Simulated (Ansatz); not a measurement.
# Cobalt, diamond under PBEsol: from relaxation to bulk modulus

The plan for cobalt in the diamond structure: relax it, solve it on a dense k-mesh, then scale the cell to 7 volumes from 88 to 112 % of the relaxed one and try a fit of the equation of state. Spin polarisation is left out, though the real metal is magnetic, so this state lies above the ground state. The k-meshes are 11×11×11 for the relaxation; 18×18×18 for the dense run; 13×13×13 for the volumes.

This is Co in the diamond structure; at room conditions it is hcp.

Computed with Ansatz 0.2.0 (DFT PBEsol, plane waves (420 eV) with PAW, scalar-relativistic; PAW files made under PBE, frozen cores solved again for the functional, unless a step says otherwise).

## 1. Starting point

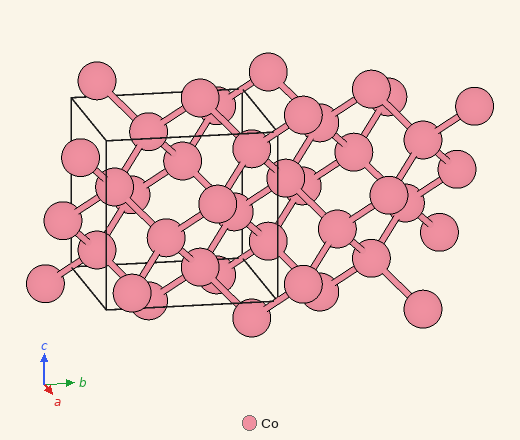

The structure, seen slightly off an axis (cobalt pink). 1×2×1 conventional cells are drawn; the run uses a primitive one. Any atoms on the faces are drawn again on the opposite ones, and bonded neighbours outside are added.

Coordinates:

```xyz
2
Lattice="0.0000 2.4634 2.4634 2.4634 0.0000 2.4634 2.4634 2.4634 0.0000" Properties=species:S:1:pos:R:3 pbc="T T T"
Co    0.6159    0.6159    0.6159
Co    4.3110    4.3110    4.3110
```

## 2. Relaxation of the cell

Contents of input.yaml:

```yaml
crystal:
  lattice:
    - [0.0, 2.4634331982, 2.4634331982]
    - [2.4634331982, 0.0, 2.4634331982]
    - [2.4634331982, 2.4634331982, 0.0]
  atoms:
    - { symbol: Co, position: [0.125, 0.125, 0.125] }
    - { symbol: Co, position: [0.875, 0.875, 0.875] }
hamiltonian:
  xc: pbesol
  pseudopotentials:
    kind: paw
    azcp:
      Co: "pseudopotentials/Co.paw.azcp"
basis:
  ecutwfc: 420
  fft_grid_basis: typed
kpoints:
  mp_grid: { grid: [11, 11, 11], shift: [0, 0, 0] }
magnetization:
  spin_polarized: false
scf:
  occupations: { method: fermi_dirac, width: 0.1 }
relax:
  max_steps: 60
  f_tol: 0.01
  cell: {}
```

The log of the run:

```text
Warning: <dir> the record states the generating functional pbe (its physics header spells it `PBE`), which answers neither for hamiltonian.xc's functional nor for the pbesol family's — results may be inconsistent (PPs are generated against a specific XC)
Warning: RAYON_NUM_THREADS=2 ignored (pool sized by the plan → 2); use --threads N
Engine: ansatz 0.2.0, aarch64-unknown-linux-gnu
Pseudopotentials: kind: paw
Pseudopotential: Co, paw, valence charge 17, recommended cutoff 420 eV (normal), <dir>
Functional definition: PBEsol
  exchange = pbesol_x
  correlation = pbesol_c
Crystal: 2 atoms, lattice volume = 29.899 Å³
Basis set: ecut = 420 eV, 561 PW (Γ), exchange–correlation on 48×48×48 points (8 copies of the dense FFT grid, shifted against one another)
Bands: 21, of which v1, the nominal top of the filled ones, is band 17 counted from 1 (16 counted from 0)
Symmetry: 48 space group operations
Space group: Fd-3m (ITA 227), of the structure as read, at distance tolerance 3.1e-5 Å
k-points: 56 of 1331
Non-local potential: Co, projectors of the file, l = 0: 3, l = 1: 2, l = 2: 3, l = 3: 1
PAW form: soft (Blöchl's): semilocal exchange-correlation on the pseudo side does not see the compensation charge
PAW frozen core: Co, regenerated for the run's functional, and the local potential with it (the file was generated under x = pbe(κ = 0.804, μ = 0.2195149727645171), c = pbe(β = 0.06672455060314922))
PAW one-centre angular grid: Co, 590 points (default); XC on 64 Gauss nodes
Initial density: superposition of atomic densities (neutral atoms: chi_scale 0, normalization atom), corrected by the library's trained network
Initial wavefunctions: pseudopotential atomic-orbital guess
Functional: x = pbesol(κ = 0.804, μ = 0.12345679012345678), c = pbesol(β = 0.046)
SCF iter   1: F=—  HF=-10183.132889 eV  |F-HF|=—  |Δ(HF+E_count)|=         —  Δρ=1.00e-2  dr2=1.22e-2  ethr=1.77e-3  ⟨swp⟩=5.7  Hψ=4515  notcnv=0
preconditioner: auto → Kerker (q_TF=auto, 2.787 Å⁻¹)  [metal: Δε(μ)=0.040 eV  Ē_g=4.975 eV  σ=0.100 eV  W_gap=0.10  n_scr=14 (ndim 8)  ℏωp=28.8 eV  f_vac=0.008  D(μ)=4.22/eV (n_scr^D=58)]
SCF iter   2: F=—  HF=-10183.131739 eV  |F-HF|=—  |Δ(HF+E_count)|=   1.15e-3  Δρ=2.90e-3  dr2=7.78e-4  ethr=3.59e-5  ⟨swp⟩=2.0  Hψ=2159  notcnv=0
SCF iter   3: F=—  HF=-10183.131907 eV  |F-HF|=—  |Δ(HF+E_count)|=   1.68e-4  Δρ=1.08e-3  dr2=1.48e-4  ethr=2.29e-6  ⟨swp⟩=1.4  Hψ=1295  notcnv=0
SCF iter   4: F=—  HF=-10183.131964 eV  |F-HF|=—  |Δ(HF+E_count)|=   5.67e-5  Δρ=1.92e-4  dr2=1.28e-5  ethr=4.34e-7  ⟨swp⟩=1.6  Hψ=1297  notcnv=0
SCF iter   5: F=—  HF=-10183.131964 eV  |F-HF|=—  |Δ(HF+E_count)|=   2.44e-7  Δρ=4.70e-5  dr2=7.37e-7  ethr=3.77e-8  ⟨swp⟩=2.1  Hψ=1640  notcnv=0
SCF iter   6: F=—  HF=-10183.131964 eV  |F-HF|=—  |Δ(HF+E_count)|=   1.06e-7  Δρ=2.56e-5  dr2=1.44e-7  ethr=2.94e-10  ⟨swp⟩=4.9  Hψ=4732  notcnv=0
SCF iter   7: F=-10183.131964 eV  HF=-10183.131964 eV  |F-HF|=1.57e-8  |Δ(HF+E_count)|=   1.49e-8  Δρ=6.82e-6  dr2=1.61e-8  ethr=2.94e-10  ⟨swp⟩=4.0  Hψ=3750  notcnv=0
SCF 1 converged in 7 iterations: F = -10183.131964 eV  dr2 = 1.61e-8
relax step   1: F+E_penalty+E_count = -10183.13196410 eV  Δ(F+E_penalty+E_count) = +0.000e0 eV  max|allowed force component| = 5.927e-18 eV/Å  Δτ_max = 0.0000 Å  P = -6.474 GPa  Ω = 29.899 Å³  (7 SCF iters, dr2 threshold 1.00e-7 eV, accepted)
Crystal: 2 atoms, lattice volume = 29.058 Å³
Basis set: ecut = 420 eV, 537 PW (Γ), exchange–correlation on 48×48×48 points (8 copies of the dense FFT grid, shifted against one another)
Initial density: handed on by an earlier stage of this run
Initial wavefunctions: those handed on with the density
iter 1 solved again at ethr=2.56e-6 eV; its pass at ethr=3.10e-3 eV (dr2=8.71e-4 eV) is discarded
SCF iter   1: F=—  HF=-10183.157435 eV  |F-HF|=—  |Δ(HF+E_count)|=         —  Δρ=2.48e-3  dr2=9.62e-4  ethr=2.56e-6  ⟨swp⟩=2.1  Hψ=6378  notcnv=0
preconditioner: auto → Kerker (q_TF=auto, 2.801 Å⁻¹)  [metal: Δε(μ)=0.040 eV  Ē_g=5.126 eV  σ=0.100 eV  W_gap=0.10  n_scr=14 (ndim 8)  ℏωp=29.2 eV  f_vac=0.000  D(μ)=4.08/eV (n_scr^D=58)]
SCF iter   2: F=—  HF=-10183.157344 eV  |F-HF|=—  |Δ(HF+E_count)|=   9.04e-5  Δρ=9.72e-4  dr2=2.02e-4  ethr=2.56e-6  ⟨swp⟩=2.1  Hψ=1556  notcnv=0
SCF iter   3: F=—  HF=-10183.157350 eV  |F-HF|=—  |Δ(HF+E_count)|=   5.85e-6  Δρ=5.11e-4  dr2=8.99e-5  ethr=5.95e-7  ⟨swp⟩=2.3  Hψ=1882  notcnv=0
SCF iter   4: F=—  HF=-10183.157334 eV  |F-HF|=—  |Δ(HF+E_count)|=   1.61e-5  Δρ=3.04e-4  dr2=2.70e-5  ethr=2.64e-7  ⟨swp⟩=2.0  Hψ=1823  notcnv=0
SCF iter   5: F=—  HF=-10183.157328 eV  |F-HF|=—  |Δ(HF+E_count)|=   5.89e-6  Δρ=6.23e-5  dr2=1.31e-6  ethr=7.95e-8  ⟨swp⟩=2.0  Hψ=1572  notcnv=0
SCF iter   6: F=-10183.157328 eV  HF=-10183.157328 eV  |F-HF|=4.22e-9  |Δ(HF+E_count)|=   1.28e-7  Δρ=1.58e-5  dr2=6.04e-8  ethr=5.88e-10  ⟨swp⟩=3.0  Hψ=4942  notcnv=0
SCF 2 converged in 6 iterations: F = -10183.157328 eV  dr2 = 6.04e-8
relax step   2: F+E_penalty+E_count = -10183.15732817 eV  Δ(F+E_penalty+E_count) = -2.536e-2 eV  max|allowed force component| = 4.395e-17 eV/Å  Δτ_max = 0.0000 Å  P = -2.798 GPa  Ω = 29.058 Å³  energy of the carried Pulay correction = +7.899e-4 eV  (6 SCF iters, dr2 threshold 2.00e-7 eV, accepted)
Crystal: 2 atoms, lattice volume = 28.450 Å³
iter 1 solved again at ethr=1.21e-6 eV; its pass at ethr=3.10e-3 eV (dr2=4.10e-4 eV) is discarded
SCF iter   1: F=—  HF=-10183.162874 eV  |F-HF|=—  |Δ(HF+E_count)|=         —  Δρ=1.69e-3  dr2=4.37e-4  ethr=1.21e-6  ⟨swp⟩=2.3  Hψ=6318  notcnv=0
preconditioner: auto → Kerker (q_TF=auto, 2.811 Å⁻¹)  [metal: Δε(μ)=0.042 eV  Ē_g=5.237 eV  σ=0.100 eV  W_gap=0.10  n_scr=14 (ndim 8)  ℏωp=29.5 eV  f_vac=0.000  D(μ)=3.96/eV (n_scr^D=58)]
SCF iter   2: F=—  HF=-10183.162850 eV  |F-HF|=—  |Δ(HF+E_count)|=   2.46e-5  Δρ=7.30e-4  dr2=1.15e-4  ethr=1.21e-6  ⟨swp⟩=2.1  Hψ=1569  notcnv=0
SCF iter   3: F=—  HF=-10183.162861 eV  |F-HF|=—  |Δ(HF+E_count)|=   1.08e-5  Δρ=3.74e-4  dr2=5.00e-5  ethr=3.39e-7  ⟨swp⟩=2.2  Hψ=1589  notcnv=0
SCF iter   4: F=—  HF=-10183.162854 eV  |F-HF|=—  |Δ(HF+E_count)|=   6.55e-6  Δρ=2.29e-4  dr2=1.44e-5  ethr=1.47e-7  ⟨swp⟩=2.0  Hψ=1949  notcnv=0
SCF iter   5: F=—  HF=-10183.162850 eV  |F-HF|=—  |Δ(HF+E_count)|=   3.61e-6  Δρ=4.93e-5  dr2=8.30e-7  ethr=4.23e-8  ⟨swp⟩=2.0  Hψ=1593  notcnv=0
SCF iter   6: F=-10183.162850 eV  HF=-10183.162850 eV  |F-HF|=2.30e-9  |Δ(HF+E_count)|=   2.32e-8  Δρ=1.08e-5  dr2=3.00e-8  ethr=5.88e-10  ⟨swp⟩=4.8  Hψ=4472  notcnv=0
SCF 3 converged in 6 iterations: F = -10183.162850 eV  dr2 = 3.00e-8
relax step   3: F+E_penalty+E_count = -10183.16285046 eV  Δ(F+E_penalty+E_count) = -5.522e-3 eV  max|allowed force component| = 4.395e-17 eV/Å  Δτ_max = 0.0000 Å  P = +0.260 GPa  Ω = 28.450 Å³  energy of the carried Pulay correction = +1.376e-3 eV  (6 SCF iters, dr2 threshold 2.00e-7 eV, accepted)
Crystal: 2 atoms, lattice volume = 28.501 Å³
iter 1 solved again at ethr=5.35e-9 eV; its pass at ethr=3.10e-3 eV (dr2=1.82e-6 eV) is discarded
SCF iter   1: F=—  HF=-10183.162837 eV  |F-HF|=—  |Δ(HF+E_count)|=         —  Δρ=1.41e-4  dr2=2.97e-6  ethr=5.35e-9  ⟨swp⟩=3.0  Hψ=6484  notcnv=0
preconditioner: auto → Kerker (q_TF=auto, 2.810 Å⁻¹)  [metal: Δε(μ)=0.042 eV  Ē_g=5.227 eV  σ=0.100 eV  W_gap=0.10  n_scr=14 (ndim 8)  ℏωp=29.5 eV  f_vac=0.000  D(μ)=3.97/eV (n_scr^D=58)]
SCF iter   2: F=—  HF=-10183.162841 eV  |F-HF|=—  |Δ(HF+E_count)|=   3.17e-6  Δρ=6.02e-5  dr2=6.94e-7  ethr=5.35e-9  ⟨swp⟩=2.1  Hψ=1681  notcnv=0
SCF iter   3: F=—  HF=-10183.162841 eV  |F-HF|=—  |Δ(HF+E_count)|=   9.38e-8  Δρ=3.00e-5  dr2=2.95e-7  ethr=2.04e-9  ⟨swp⟩=2.0  Hψ=1569  notcnv=0
iter 4 did not close the SCF: its close was put off for the readings that it lacked (scf_convergence_deferred on its scf_iter line)
SCF iter   4: F=-10183.162841 eV  HF=-10183.162841 eV  |F-HF|=1.01e-7  |Δ(HF+E_count)|=   3.74e-8  Δρ=1.82e-5  dr2=8.94e-8  ethr=8.67e-10  ⟨swp⟩=2.0  Hψ=1968  notcnv=0
iter 5 did not close the SCF: its close was put off for the readings that it lacked (scf_convergence_deferred on its scf_iter line)
SCF iter   5: F=-10183.162841 eV  HF=-10183.162841 eV  |F-HF|=1.77e-9  |Δ(HF+E_count)|=   2.16e-8  Δρ=3.98e-6  dr2=5.52e-9  ethr=2.63e-10  ⟨swp⟩=2.0  Hψ=1588  notcnv=0
SCF iter   6: F=-10183.162841 eV  HF=-10183.162841 eV  |F-HF|=4.18e-11  |Δ(HF+E_count)|=  2.27e-10  Δρ=1.07e-6  dr2=2.98e-10  ethr=1.62e-11  ⟨swp⟩=1.1  Hψ=3541  notcnv=0
SCF 4 converged in 6 iterations: F = -10183.162841 eV  dr2 = 2.98e-10
relax step   4: F+E_penalty+E_count = -10183.16284068 eV  Δ(F+E_penalty+E_count) = +9.776e-6 eV  max|allowed force component| = 3.701e-17 eV/Å  Δτ_max = 0.0000 Å  P = -0.010 GPa  Ω = 28.501 Å³  energy of the carried Pulay correction = +1.327e-3 eV  (6 SCF iters, dr2 threshold 1.69e-7 eV, accepted)
Initial wavefunctions: pseudopotential atomic-orbital guess (no wavefunctions were taken with the density)
iter 1 solved again at ethr=1.43e-7 eV; its pass at ethr=3.10e-3 eV (dr2=4.85e-5 eV) is discarded
SCF iter   1: F=—  HF=-10183.161720 eV  |F-HF|=—  |Δ(HF+E_count)|=         —  Δρ=2.81e-4  dr2=3.25e-6  ethr=1.43e-7  ⟨swp⟩=3.0  Hψ=7865  notcnv=0
SCF iter   2: F=—  HF=-10183.161727 eV  |F-HF|=—  |Δ(HF+E_count)|=   7.66e-6  Δρ=1.81e-4  dr2=2.20e-6  ethr=9.57e-9  ⟨swp⟩=2.3  Hψ=2080  notcnv=0
SCF iter   3: F=—  HF=-10183.161727 eV  |F-HF|=—  |Δ(HF+E_count)|=   7.28e-7  Δρ=4.07e-5  dr2=1.65e-7  ethr=6.47e-9  ⟨swp⟩=2.0  Hψ=1313  notcnv=0
SCF iter   4: F=—  HF=-10183.161727 eV  |F-HF|=—  |Δ(HF+E_count)|=   8.26e-9  Δρ=4.10e-6  dr2=1.82e-9  ethr=4.85e-10  ⟨swp⟩=2.1  Hψ=1739  notcnv=0
SCF iter   5: F=—  HF=-10183.161727 eV  |F-HF|=—  |Δ(HF+E_count)|=   1.29e-8  Δρ=1.95e-6  dr2=2.73e-10  ethr=5.37e-12  ⟨swp⟩=2.0  Hψ=2226  notcnv=0
SCF iter   6: F=—  HF=-10183.161727 eV  |F-HF|=—  |Δ(HF+E_count)|=  5.28e-11  Δρ=5.07e-7  dr2=3.21e-11  ethr=1.00e-12  ⟨swp⟩=1.9  Hψ=1948  notcnv=0
SCF iter   7: F=-10183.161727 eV  HF=-10183.161727 eV  |F-HF|=3.64e-12  |Δ(HF+E_count)|=  5.46e-12  Δρ=6.77e-8  dr2=1.30e-12  ethr=1.00e-12  ⟨swp⟩=5.5  Hψ=5206  notcnv=0
SCF 5 converged in 7 iterations: F = -10183.161727 eV  dr2 = 1.30e-12
relax step   5: F+E_penalty+E_count = -10183.16172661 eV  Δ(F+E_penalty+E_count) = +1.114e-3 eV  max|allowed force component| = 2.949e-17 eV/Å  Δτ_max = 0.0000 Å  P = -0.046 GPa  Ω = 28.501 Å³  stress off target by 4.63e-2 GPa  SCF on the basis re-selected at this cell (its energy is not comparable with the rows above)  (7 SCF iters)
basis re-selected at this cell: Δ(F+E_penalty+E_count) = +1.114e-3 eV, ΔP = -0.037 GPa vs the last step (what re-selecting the basis moved, of the pressure what is left beyond the Pulay correction that the steps carried, after the strain that the cell walked since its last selection, with what the two solves' SCF thresholds leave and, on support functions, any second-order correction that the steps lacked; it is no measure of the basis error at this ecutwfc). This SCF's stress stands 4.63e-2 GPa from its target on what of the cell is left free (relax.cell.stress_tol is 5.00e-2 GPa) and its largest allowed force component is 2.95e-17 eV/Å (relax.f_tol is 1.00e-2 eV/Å): within both
SCF converged after 7 iterations
Free energy (F): -10183.161727 eV
Harris-Foulkes:  -10183.161727 eV  (|F-HF|=3.64e-12)
Internal energy: -10183.030641 eV  (E = F + TS)
E sigma→0 (E₀):  -10183.096184 eV
Entropy (-TS):   -0.131086 eV (-65.543 meV/atom)
Fermi energy:    13.056347 eV
--- Per-component energies (eV) ---
  E_band       = -681.278800
  E_kinetic    = 914.459600
  E_local      = -7093.732203  (includes V_loc(G=0)·N_el)
  E_nonlocal   = 916.841033
  E_hartree    = 2988.233653
  E_xc         = -314.154570
  E_vxc        = -407.262419  (∫ρ·V_xc dr)
  E_paw        = -2971.858082  (= ΣΔE_a)
  E_vpaw       = -988.052157  (= ΣTr[D̂ρ^β])
  E_aug_tail   = 0.000139  (compensation charges beyond the density's cutoff)
  E_ewald      = -4623.197049
  E_core_change = 0.376838  (= ΣΔE_core)
  E_smearing   = -0.131086  (= −TS)
  E_closure    = 0.000000  (closes the sum)
  Σ components = -10183.161727   (vs F -10183.161727, Δ=0.00e0)
--- Forces (eV/Å), atoms counted from 1 ---
  atom   1  Co    -0.00000000     0.00000000    -0.00000000
  atom   2  Co     0.00000000    -0.00000000     0.00000000
  max |Σ_I F_I| component: 1.04e-17 eV/Å
--- Stress (GPa, compression-positive) ---
       -0.046280       0.000000       0.000000
        0.000000      -0.046280       0.000000
        0.000000       0.000000      -0.046280
  P = ⅓ Tr σ = -0.0463 GPa (-0.463 kbar)
--- Relaxed structure (4 steps of the walk, 4 accepted, 1 SCFs on fresh bases) ---
  F+E_penalty+E_count = -10183.16172661 eV   max|allowed force component| = 2.949e-17 eV/Å   (the final SCF, on the basis selected at the relaxed cell)
  cell:  # Å, volume = 28.5006 Å³
    - [-3.3119918213821335e-34, 2.424420437545277, 2.424420437545277]
    - [2.424420437545277, 1.1209818472370297e-33, 2.424420437545277]
    - [2.424420437545277, 2.424420437545277, 1.1464587074015077e-33]
  atoms:
    - { symbol: Co, position: [0.12499999999999999, 0.12499999999999999, 0.12499999999999999] }
    - { symbol: Co, position: [0.8749999999999998, 0.8749999999999998, 0.8749999999999998] }
```

Run time: 4 s. Hardware: 2 threads of Arm Neoverse V2, shared host; peak memory 0.32 GiB.

The steps of the relaxation:

```tsv
step	energy change (meV/atom)	largest force (eV/Å)	pressure (GPa)	volume (Å³/atom)
1	0.00	0.0000	-6.47	14.949
2	-12.68	0.0000	-2.80	14.529
3	-15.44	0.0000	0.26	14.225
4	-15.44	0.0000	-0.01	14.250
5	-14.88	0.0000	-0.05	14.250
```

Steps that repeat a cell are solved on a basis chosen anew, so their changes of energy are no gain of the relaxation.

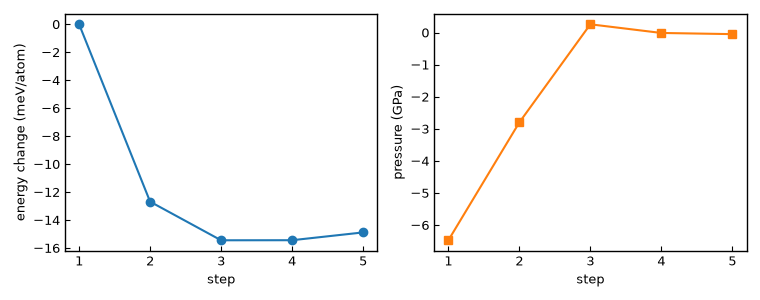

Energy and pressure over the accepted steps.

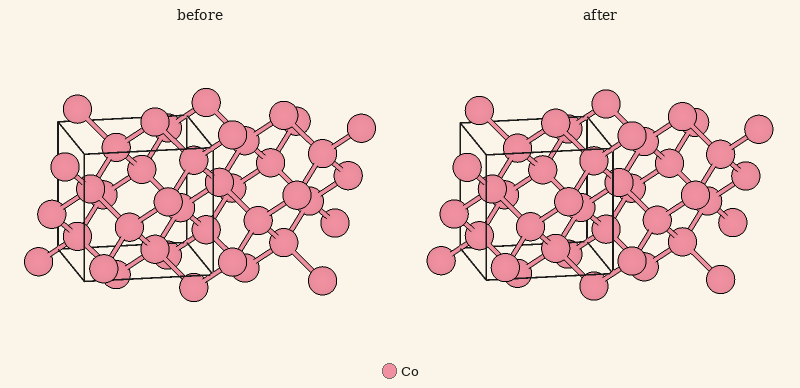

The structure before (left) and after (right), drawn at the same scale. The cells drawn are those of the first picture.

The cell of the run, before and after:

|  | before | after | change |
| --- | --- | --- | --- |
| a (Å) | 3.484 | 3.429 | -1.6 % |
| b (Å) | 3.484 | 3.429 | -1.6 % |
| c (Å) | 3.484 | 3.429 | -1.6 % |
| volume (Å³/atom) | 14.949 | 14.250 | -4.7 % |
| shortest distance (Å) | 2.133 | 2.100 | -1.6 % |
| space group (spins left aside) | Fd-3m | Fd-3m | same |

## 3. Single point on a dense mesh

Contents of input.yaml:

```yaml
crystal:
  lattice:
    - [0.0, 2.4244204375, 2.4244204375]
    - [2.4244204375, 0.0, 2.4244204375]
    - [2.4244204375, 2.4244204375, 0.0]
  atoms:
    - { symbol: Co, position: [0.125, 0.125, 0.125] }
    - { symbol: Co, position: [0.875, 0.875, 0.875] }
hamiltonian:
  xc: pbesol
  pseudopotentials:
    kind: paw
    azcp:
      Co: "pseudopotentials/Co.paw.azcp"
basis:
  ecutwfc: 420
  fft_grid_basis: typed
kpoints:
  mp_grid: { grid: [18, 18, 18], shift: [0, 0, 0] }
magnetization:
  spin_polarized: false
scf:
  occupations: { method: fermi_dirac, width: 0.1 }
```

The log of the run, cut to the lines that bear on the results:

```text
Warning: <dir> the record states the generating functional pbe (its physics header spells it `PBE`), which answers neither for hamiltonian.xc's functional nor for the pbesol family's — results may be inconsistent (PPs are generated against a specific XC)
Warning: RAYON_NUM_THREADS=2 ignored (pool sized by the plan → 2); use --threads N
[...]
[... 3 set-up lines as earlier in the session ...]
[...]
Crystal: 2 atoms, lattice volume = 28.501 Å³
Basis set: ecut = 420 eV, 537 PW (Γ)
Bands: 21, of which v1, the nominal top of the filled ones, is band 17 counted from 1 (16 counted from 0)
[... 2 set-up lines as earlier in the session ...]
k-points: 195 of 5832
[...]
SCF iter   1: F=—  HF=-10183.163236 eV  |F-HF|=—  |Δ(HF+E_count)|=         —  Δρ=9.79e-3  dr2=1.07e-2  ethr=1.77e-3  ⟨swp⟩=5.6  Hψ=15712  notcnv=0
[...]
SCF iter   6: F=-10183.162246 eV  HF=-10183.162246 eV  |F-HF|=1.44e-8  |Δ(HF+E_count)|=   5.07e-8  Δρ=1.53e-5  dr2=5.31e-8  ethr=2.94e-10  ⟨swp⟩=3.0  Hψ=9930  notcnv=0
[...]
SCF converged after 6 iterations
Free energy (F): -10183.162246 eV
[...]
E sigma→0 (E₀):  -10183.096879 eV
Entropy (-TS):   -0.130736 eV (-65.368 meV/atom)
Fermi energy:    13.049692 eV
[...]
```

Wall time 2 s (2 threads of Arm Neoverse V2, shared host); peak memory 0.35 GiB.

## 4. Equation of state: 88 %

Contents of input.yaml:

```yaml
crystal:
  lattice:
    - [0.0, 2.3232832453, 2.3232832453]
    - [2.3232832453, 0.0, 2.3232832453]
    - [2.3232832453, 2.3232832453, 0.0]
  atoms:
    - { symbol: Co, position: [0.125, 0.125, 0.125] }
    - { symbol: Co, position: [0.875, 0.875, 0.875] }
hamiltonian:
  xc: pbesol
  pseudopotentials:
    kind: paw
    azcp:
      Co: "pseudopotentials/Co.paw.azcp"
basis:
  ecutwfc: 420
  fft_grid_basis: typed
kpoints:
  mp_grid: { grid: [13, 13, 13], shift: [0, 0, 0] }
magnetization:
  spin_polarized: false
scf:
  occupations: { method: fermi_dirac, width: 0.1 }
  lower_state_search: "off"
output:
  stress: true
```

The log of the run, cut to the lines that bear on the results:

```text
Warning: <dir> the record states the generating functional pbe (its physics header spells it `PBE`), which answers neither for hamiltonian.xc's functional nor for the pbesol family's — results may be inconsistent (PPs are generated against a specific XC)
Warning: RAYON_NUM_THREADS=2 ignored (pool sized by the plan → 2); use --threads N
[...]
[... 3 set-up lines as earlier in the session ...]
[...]
Crystal: 2 atoms, lattice volume = 25.081 Å³
Basis set: ecut = 420 eV, 531 PW (Γ)
Bands: 21, of which v1, the nominal top of the filled ones, is band 17 counted from 1 (16 counted from 0)
[... 1 set-up line as earlier in the session ...]
Space group: Fd-3m (ITA 227), of the structure as read, at distance tolerance 2.9e-5 Å
k-points: 84 of 2197
[...]
SCF iter   1: F=—  HF=-10182.921055 eV  |F-HF|=—  |Δ(HF+E_count)|=         —  Δρ=7.45e-3  dr2=3.88e-3  ethr=1.77e-3  ⟨swp⟩=5.7  Hψ=6860  notcnv=0
[...]
SCF iter   7: F=-10182.919731 eV  HF=-10182.919731 eV  |F-HF|=1.04e-9  |Δ(HF+E_count)|=   3.01e-8  Δρ=6.19e-6  dr2=4.28e-9  ethr=2.94e-10  ⟨swp⟩=4.5  Hψ=5987  notcnv=0
[...]
SCF converged after 7 iterations
Free energy (F): -10182.919731 eV
[...]
E sigma→0 (E₀):  -10182.865832 eV
Entropy (-TS):   -0.107799 eV (-53.899 meV/atom)
Fermi energy:    15.549979 eV
[...]
--- Stress (GPa, compression-positive) ---
       25.680845      -0.000000       0.000000
       -0.000000      25.680845       0.000000
        0.000000       0.000000      25.680845
  P = ⅓ Tr σ = 25.6808 GPa (256.808 kbar)
```

Wall time 1.3 s (2 threads of Arm Neoverse V2, shared host); peak memory 0.31 GiB.

[end of part 1 of 2]
